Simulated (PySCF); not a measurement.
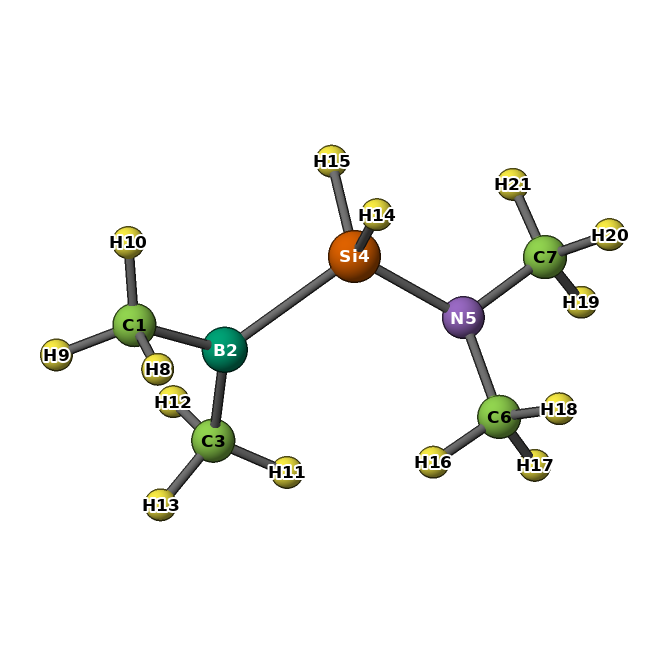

The questions are on Hirshfeld charges. The computed structure is the end point of a PBE0-D3(BJ)/def2-SVP optimisation. No frequency run is at hand to confirm it as a minimum. Properties computed with PBE0/pcSseg-1, gas phase (PySCF 2.14.0).

Q: Which atom carries the highest charge (most positive or least negative)?

A: Si4 (0.27 e).

Q: And the lowest?

A: C1, C3 (−0.19 e).

Give the Hirshfeld charges atom by atom.

```csv
atom,value (e)
C1,−0.19
B2,0.13
C3,−0.19
Si4,0.27
N5,−0.17
C6,−0.07
C7,−0.07
H8,0.05
H9,0.04
H10,0.04
H11,0.04
H12,0.06
H13,0.04
H14,−0.10
H15,−0.08
H16,0.04
H17,0.04
H18,0.03
H19,0.04
H20,0.03
H21,0.04
```
